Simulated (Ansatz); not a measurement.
# H3NOSi: active-space calculation from a Python script

A script is to give an active-space calculation; the system is H3NOSi. SMILES: N[Si]O.

All numbers are computed with Ansatz 0.2.0, driven from Python. Level of theory: SC-NEVPT2/def2-SVP.

## Step 1: The system

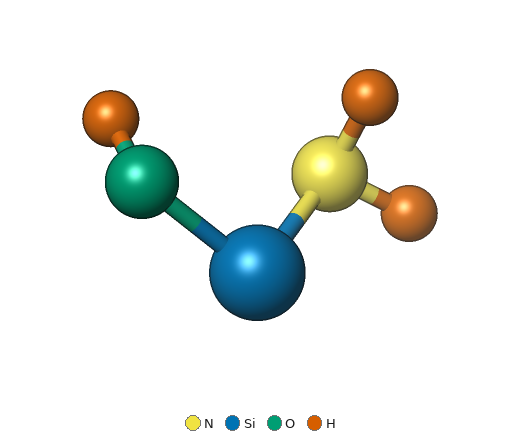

The starting structure, viewed from a chosen angle; nitrogen yellow, silicon blue, oxygen teal, hydrogen orange.

The script holds or builds the structure itself.

## Step 2: Script

Contents of h3nosi_cas.py:

```python
"""Static correlation in H3NOSi: natural occupations of an active space."""

import logging
import sys
import warnings

import ansatz as az

logging.basicConfig(stream=sys.stdout, format="[%(levelname)s] %(message)s")
logger = logging.getLogger("calc")
logger.setLevel(logging.INFO)

BASIS_SET = "def2-SVP"


def main() -> None:
    warnings.simplefilter("ignore", az.DeckWarning)

    geometry_ang = [
        ("N", [-0.8213, -0.0076, -0.2625]),
        ("Si", [0.6374, -0.6158, -0.6793]),
        ("O", [1.4889, -0.1964, 0.6419]),
        ("H", [-1.4774, -0.1264, -1.0139]),
        ("H", [-0.7999, 1.0436, -0.215]),
        ("H", [1.0145, -0.1612, 1.4826]),
    ]
    molecule = az.Crystal.molecule()
    for symbol, xyz in geometry_ang:
        molecule = molecule.atom(symbol, xyz)

    calculation = (
        molecule.calculation()
        .basis(gaussian=BASIS_SET)
        .correlation(active_electrons=4, active_orbitals=4)
    )
    for method in ["sc_nevpt2"]:
        r = (calculation if method is None else calculation.correlation(method)).run().report
        space = r["configurations"]
        state = space["states"][0]
        print(method or "casscf", f"total {r['free_energy_ev'] / 27.211386246:.6f} Ha, active-space state {state['energy']['hartree']:.6f} Ha, mean field {r['reference_energy_ev'] / 27.211386246:.6f} Ha")
        print("  determinants", state["n_determinants"], " natural occupations", [round(n, 3) for n in space["natural_occupations"]])
    print("effectively unpaired electrons, sum of min(n, 2 - n):", round(sum(min(n, 2 - n) for n in space["natural_occupations"]), 3))


if __name__ == "__main__":
    main()
```

## Step 3: What the engine is handed

The package turns the script's settings into the engine's input:

```yaml
crystal:
  periodic: [false, false, false]
  atoms:
    - { symbol: "N", position_ang: [-0.8213, -0.0076, -0.2625] }
    - { symbol: Si, position_ang: [0.6374, -0.6158, -0.6793] }
    - { symbol: O, position_ang: [1.4889, -0.1964, 0.6419] }
    - { symbol: H, position_ang: [-1.4774, -0.1264, -1.0139] }
    - { symbol: H, position_ang: [-0.7999, 1.0436, -0.215] }
    - { symbol: H, position_ang: [1.0145, -0.1612, 1.4826] }
basis:
  gaussian:
    orbitals: def2-SVP
correlation:
  method: sc_nevpt2
  active_space:
    window:
      electrons: 4
      orbitals: 4
```

## Step 4: The run

On the command line:

```bash
$ python h3nosi_cas.py
```

The program printed:

```text
RunWarning: the results are in doubt because another end's mean lies 0.124 eV lower, and its corrected mean 0.082 eV higher
sc_nevpt2 total -420.249413 Ha, active-space state -419.847889 Ha, mean field -419.811316 Ha
  determinants 36  natural occupations [1.98, 1.931, 0.069, 0.02]
effectively unpaired electrons, sum of min(n, 2 - n): 0.177
```

(Warnings from the package without file and line.)

Run time: 6.1 s. Hardware: 1 thread of Arm Neoverse V1, shared host; peak memory 0.17 GiB.

## Step 5: Size and end state of the run

The report of the run holds:

```
             item         value
SCF cycles in all            11
         orbitals            61
total energy (eV)  -11435.56909
```

## Step 6: Outcome

| quantity | value |
| --- | --- |
| total energy | -11435.5691 eV |
| natural occupations | 1.98, 1.931, 0.069, 0.02 |

In words: The natural occupations stay near whole numbers, so one determinant describes the state well. The geometry is a force-field or estimated start, not a minimum of this method, and the basis set is short of its limit. The active space starts as a window about the frontier orbitals and is then optimised, not chosen by chemistry. A lower CASSCF solution was found and passed over, so the printed active-space state isn't the lowest.
